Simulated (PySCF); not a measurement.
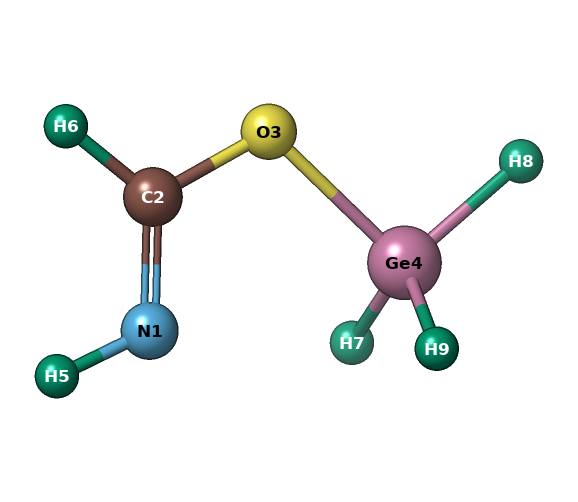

The geometry was computed by an optimisation with GFN2-xTB. No frequency run is at hand to confirm it as a minimum. Method: B3LYP/pcJ-1 (pcSseg-1 on Ge) indirect spin-spin coupling, non-relativistic, gas phase (PySCF 2.14.0). Isotopes: 13C, 1H, 15N, 17O.

Give the spin–spin coupling constants of these pairs, with the number of bonds between them: N1/H5, C2/O3, C2/H6, N1/H6, O3/H6, H7/H8, H7/H9, H8/H9, C2/H8, O3/H5, H5/H6.

```tsv
pair	bonds apart	J (Hz)
N1, H5	1	−65.5
C2, O3	1	24.6
C2, H6	1	194.1
N1, H6	2	1.0
O3, H6	2	−29.5
H7, H8	2	26.4
H7, H9	2	16.4
H8, H9	2	26.4
C2, H8	3	3.0
O3, H5	3	−7.8
H5, H6	3	7.0
```

The geometry is semi-empirical. Around Ge such bond lengths and angles can be off by a tenth of an ångström or more and by several degrees, and values that hang on the shape move with them.
